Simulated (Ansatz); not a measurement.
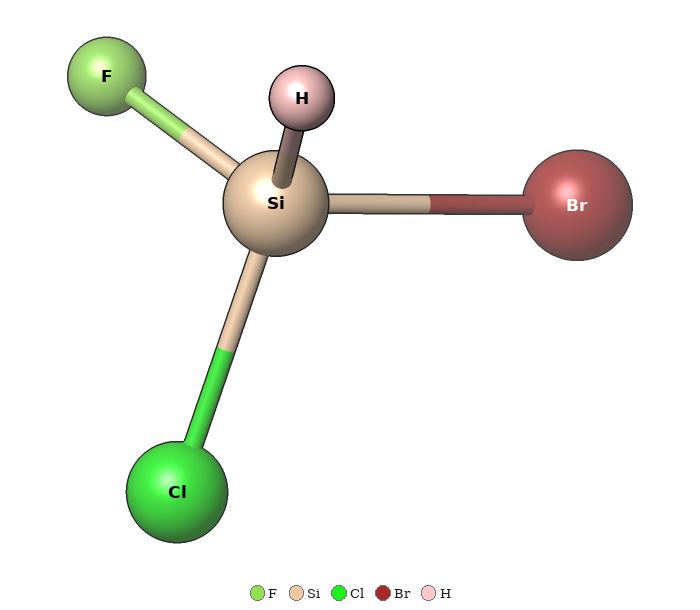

Simulated data, not a measurement (program: Ansatz).

Orthographic view. Atoms fade into the background with distance from the viewer. Geometry: moved along internal coordinates away from the minimum.

### Write the InChI string.

InChI=1S/BrClFHSi/c1-4(2)3/h4H/t4-/m1/s1
